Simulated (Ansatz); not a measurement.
## SiO2, pressure series

The reference is SiO₂ in the rutile structure (space group P4_2/mnm, No. 136; a = 4.2359 Å, c = 2.6899 Å).

Cell and atoms are relaxed at each pressure.

Computed with Ansatz (an electronic-structure program), PBE, PAW, cutoff 420 eV, spin-orbit coupling left out, earlier PAW set.

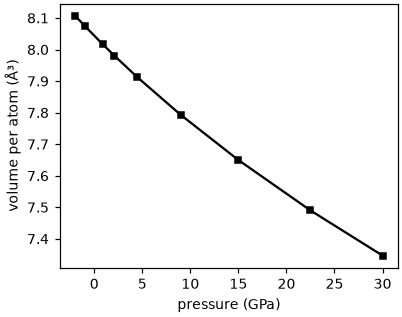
Figure. Volume against pressure

Problem. Estimate the zero-pressure bulk modulus from the plot.

Solution. About 260 GPa; a third-order Birch–Murnaghan fit to the points gives V₀ = 8.04 Å³/atom, B₀ = 262 GPa and B₀′ = 5.2.

Measured bulk modulus of SiO2: 309.9 GPa (room temperature; as listed in arXiv:1001.2066); the computed value is for a static lattice, so the two differ by thermal effects too.

Between the base and pressure 30 GPa the gap moves from 5.05 eV to 6.50 eV, a mean slope of 48 meV/GPa.

Load acts through the strain it causes; cell and atoms are relaxed under it. Stability against distortions was not tested. No other phases were tried under pressure.
